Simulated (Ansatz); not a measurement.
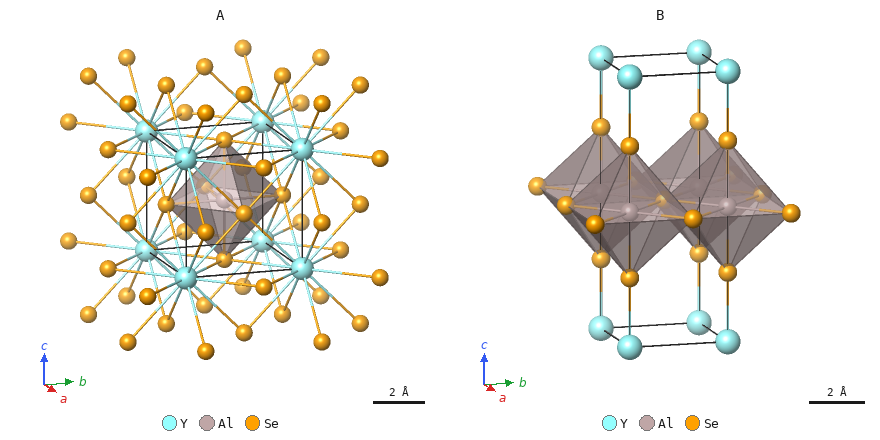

Two structures of YAlSe₃, each relaxed to rest (conventional cells in solid outline, small ones repeated, not to one scale). Method: Ansatz, DFT PBE, scalar-relativistic, plane waves, PAW, without spin polarisation.

What are A and B?

A: cubic perovskite, Pm-3m. B: 5 atoms a cell on a primitive tetragonal lattice, P4/mmm.

Which polymorph is favoured?

A is lower, by 511 meV/atom at this level of theory (energies at zero smearing). Volumes: A 23.4, B 28.0 Å³/atom.

One or both may be structure types tried for this composition rather than known phases.
